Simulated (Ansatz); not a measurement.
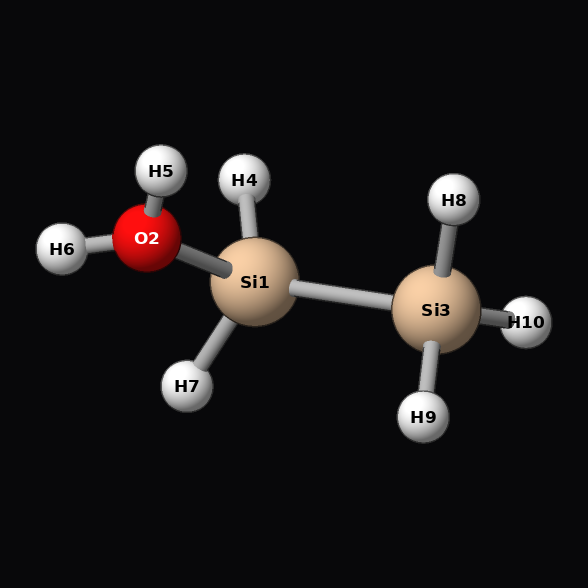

The questions are on Mulliken charges. State: charge +1, singlet. The computed structure is the end point of a PBE0-D4/def2-TZVP optimisation. No frequency run is at hand to confirm it as a minimum. Method: RKS PBE0-D4/def2-TZVP (Ansatz 0.2.0).

Which atom carries the highest charge (most positive or least negative)?

H5, H6 (0.42 e).

And the lowest?

O2 (−0.45 e).

List the Mulliken charges.

```json
{"atom": "Si1", "value (e)": "0.27"}
{"atom": "O2", "value (e)": "−0.45"}
{"atom": "Si3", "value (e)": "0.03"}
{"atom": "H4", "value (e)": "0.07"}
{"atom": "H5", "value (e)": "0.42"}
{"atom": "H6", "value (e)": "0.42"}
{"atom": "H7", "value (e)": "0.08"}
{"atom": "H8", "value (e)": "0.04"}
{"atom": "H9", "value (e)": "0.06"}
{"atom": "H10", "value (e)": "0.07"}
```

Mulliken values depend strongly on the basis set and can even reverse the polarity of a bond.
